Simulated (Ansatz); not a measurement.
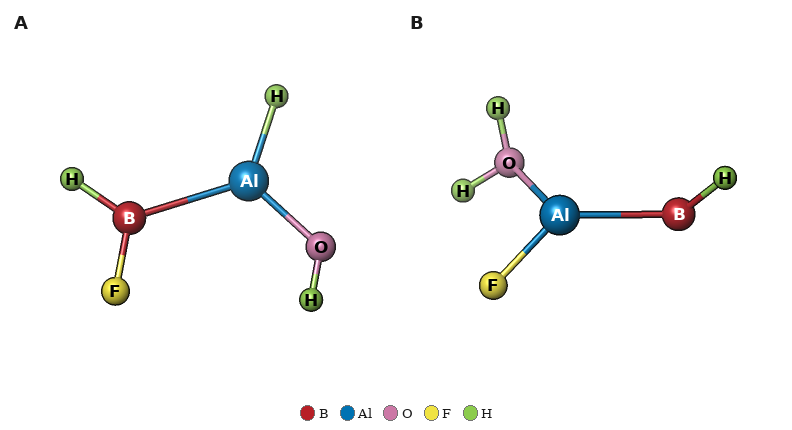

2 stationary structures of one formula. Geometries: PBE0-D4/def2-TZVP. Electronic energies: RHF-CCSD(T) (frozen core)/def2-TZVPP (Ansatz 0.2.0), without zero-point energy. No frequency run is at hand to confirm each as a minimum. Each is one conformer, not always the lowest.

Question: Which structure is the most stable?

Answer: A is lowest; B lies 269.3 kJ/mol above it (C1).
